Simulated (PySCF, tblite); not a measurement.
# C₆H₇BF₂: geometry, infrared bands and NMR shifts

What infrared bands and NMR shifts should C₆H₇BF₂ (`C#CC/C=C/CB(F)F`) show?

The runs use tblite 0.8.0 and PySCF 2.14.0, with density-fitted response routines of our own; the level of theory stands in each step. All values are computed, except where a source is named. Atoms count from 0, in the outputs and in this text.

### 1 Starting geometry

16 atoms, charge 0, multiplicity 1; geometry from: force field or distance geometry start.

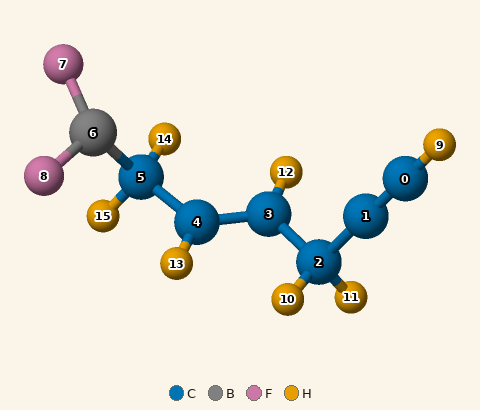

The starting geometry (carbon blue, boron grey, fluorine pink, hydrogen amber), atoms numbered; sticks join atoms by distance.

### 2 Relaxing the molecule with GFN2-xTB

The job: settings as JSON, then the geometry in Å.

```
{"job": {"kind": "relax", "xc": "GFN2-xTB", "basis": "xTB"}, "charge": 0, "multiplicity": 1}
C      3.580000    -0.511400     0.745900
C      2.610100    -0.563300    -0.003600
C      1.468000    -0.666000    -0.887300
C      0.448300     0.327000    -0.449500
C     -0.747500    -0.144600    -0.073400
C     -1.851200     0.755400     0.388300
B     -2.287300     0.370400     1.879400
F     -2.833300     1.477500     2.653800
F     -2.970800    -0.905700     2.033200
H      4.419600    -0.447200     1.410800
H      1.065700    -1.717600    -0.825100
H      1.751500    -0.480200    -1.955400
H      0.626100     1.387700    -0.379900
H     -0.970100    -1.211300    -0.118600
H     -1.596200     1.835100     0.337100
H     -2.720400     0.503000    -0.232300
```

Command:

```console
> OMP_NUM_THREADS=1 python probes_run.py task.json out
```

This one command runs all jobs of the session in turn.

**Question.** This job is followed by: GFN2-xTB harmonic vibrations, gas phase; GIAO PBE0/pcSseg-1 NMR shielding, non-relativistic, gas phase. Predict these results of the whole session: strongest single infrared mode (GFN2-xTB); zero-point energy (GFN2-xTB); 13C shifts against TMS (PBE0/pcSseg-1); 1H shifts against TMS (PBE0/pcSseg-1, means over atoms taken as alike); 11B shifts against BF3·OEt2 (PBE0/pcSseg-1); 19F shifts against CFCl3 (PBE0/pcSseg-1, means over atoms taken as alike).

The runs gave:

```
                                                                 quantity                                     value
                                strongest single infrared mode (GFN2-xTB)                     1271 cm⁻¹, 359 km/mol
                                             zero-point energy (GFN2-xTB)                             71.7 kcal/mol
                                   13C shifts against TMS (PBE0/pcSseg-1)  135.5, 132.0, 86.2, 76.2, 26.4, 23.0 ppm
   1H shifts against TMS (PBE0/pcSseg-1, means over atoms taken as alike)          5.81, 5.74, 3.00, 1.98, 1.46 ppm
                              11B shifts against BF3·OEt2 (PBE0/pcSseg-1)                                  26.6 ppm
19F shifts against CFCl3 (PBE0/pcSseg-1, means over atoms taken as alike)                                 -68.6 ppm
```

Relaxing lowered the energy by 1.185 eV in 54 steps; the close pair that moved most is B6–F7, from 1.457 to 1.318 Å. All 42 modes are real, so the xTB geometry is a minimum. The strongest single mode, at 1271 cm⁻¹, moves mainly B6. GFN2-xTB is a fitted tight-binding method: band positions and strengths are rough. Its intensities can rank the bands wrongly.
